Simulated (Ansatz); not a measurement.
# BH2Cl (SMILES BCl): CCSDT/STO-3G

What is the energy change on altering one bond length of BH2Cl at CCSDT/STO-3G? 

The calculation is run with Ansatz 0.2.0.

56 further runs of the same task are left out: 2 that didn't finish, 54 set aside as unsound or not needed.

## 1. The molecule

BH2Cl: 4 atoms, total charge 0, spin state singlet. SMILES: `BCl`. The shape is that of a PBE0-D4/def2-TZVP optimisation.

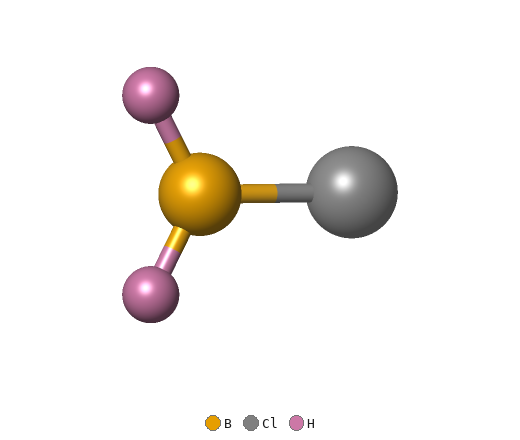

Viewed from a chosen angle; boron amber, chlorine grey, hydrogen pink.

## 2. A single-point energy at CCSDT/STO-3G

job.yaml

```yaml
crystal:
  periodic: [false, false, false]
  atoms:
    - {symbol: B, position_ang: [-0.116700, 0.021700, -0.075300]}
    - {symbol: Cl, position_ang: [1.365000, -0.395300, 0.721200]}
    - {symbol: H, position_ang: [-1.106200, -0.559500, 0.240400]}
    - {symbol: H, position_ang: [-0.086600, 0.872800, -0.906600]}
basis:
  gaussian:
    orbitals: STO-3G
accuracy: high
correlation:
  method: ccsdt
  frozen_orbitals: {B: 1, Cl: 5, H: 0}
scf:
  omitted_lower_state_checks: [cluster_reference, increment]
```

Launch:

```
$ ansatz run job.yaml --threads 1 --pin off --max-ram 2610MiB --events-out events.jsonl --progress --plain --runs-dir runs
```

The log of the run, cut to the lines that bear on the results:

```text
Warning: RAYON_NUM_THREADS=1 ignored (pool sized by the plan → 1); use --threads N
Functional definition: HF
  name "HF"
[...]
263 factors; integrals over basis functions are off by at most 1.2e-8 eV
[...]
mean field -13064.96573360 eV, -480.1286349581 hartree, gradient 9.6e-8 eV, S^2 0.000000; 0 other end points of the search recorded, 0 dependent functions left out
6 core orbitals not correlated: weight in the atoms' cores, before any rotation towards them, 1.000 or more for the frozen orbitals, at most 0.000 for the correlated occupied ones
reference -13064.96573360 eV, -480.1286349581 hartree; 6, 6 occupied and 4, 4 virtual orbitals, 263 factors
second order -1.19794143 eV of doubles, -0.00000000 eV of singles
cycle   1  -1.45013211 eV  change   -2.5e-1 eV  update   5.8e-2
[...]
cycle  21  -1.66127163 eV  change   7.2e-10 eV  update  2.7e-10
Total energy: -13066.62700523 eV, -480.1896855644 hartree
Checks for a lower state left out: cluster_reference, increment
```

It took 0.16 s on 1 thread of Arm Neoverse V1, shared host.

## 3. The distorted shape at the same level

run.yaml

```yaml
crystal:
  periodic: [false, false, false]
  atoms:
    - symbol: B
      position_ang: [-0.487115, 0.125947, -0.274420]
    - symbol: Cl
      position_ang: [1.365000, -0.395300, 0.721200]
    - symbol: H
      position_ang: [-1.476615, -0.455253, 0.041280]
    - symbol: H
      position_ang: [-0.457015, 0.977047, -1.105720]
basis:
  gaussian:
    orbitals: STO-3G
accuracy: high
correlation:
  method: ccsdt
  frozen_orbitals: {B: 1, Cl: 5, H: 0}
scf:
  omitted_lower_state_checks: [cluster_reference, increment]
```

Launch:

```
$ ansatz run run.yaml --threads 1 --pin off --max-ram 2610MiB --events-out events.jsonl --progress --plain --runs-dir runs
```

The log of the run, cut to the lines that bear on the results:

```text
Warning: RAYON_NUM_THREADS=1 ignored (pool sized by the plan → 1); use --threads N
[... 2 set-up lines as earlier in the session ...]
[...]
258 factors; integrals over basis functions are off by at most 1.2e-8 eV
[...]
mean field -13063.49703926 eV, -480.0746614365 hartree, gradient 8.3e-9 eV, S^2 0.000000; 0 other end points of the search recorded, 0 dependent functions left out
6 core orbitals not correlated: weight in the atoms' cores, before any rotation towards them, 1.000 or more for the frozen orbitals, at most 0.000 for the correlated occupied ones
reference -13063.49703926 eV, -480.0746614365 hartree; 6, 6 occupied and 4, 4 virtual orbitals, 258 factors
second order -1.25409409 eV of doubles, -0.00000000 eV of singles
cycle   1  -1.54985164 eV  change   -3.0e-1 eV  update   7.1e-2
[...]
cycle  23  -1.82488715 eV  change   5.3e-10 eV  update  6.1e-10
Total energy: -13065.32192641 eV, -480.1417248024 hartree
Checks for a lower state left out: cluster_reference, increment
```

It took 0.18 s on 1 thread of Arm Neoverse V1, shared host.

## 4. Summary of results

At CCSDT/STO-3G, 6 core orbitals frozen:

| quantity | value |
| --- | --- |
| first shape: total energy | -480.18969 Eh |
| first shape: correlation energy (6 core orbitals frozen) | -61.1 mEh |
| first shape: T1 diagnostic | 0.014 |
| distorted shape: total energy | -480.14172 Eh |
| distorted shape: correlation energy (6 core orbitals frozen) | -67.1 mEh |
| distorted shape: T1 diagnostic | 0.018 |
| energy change with the B1–Cl2 bond stretched from 1.733 to 2.166 Å | 1.305 eV |

In words: With the B1–Cl2 bond stretched from 1.733 to 2.166 Å the energy rises by 1.31 eV (30 kcal/mol). The first shape isn't relaxed at this level, so the change isn't measured from a minimum. The minimal basis adds a large error of its own.
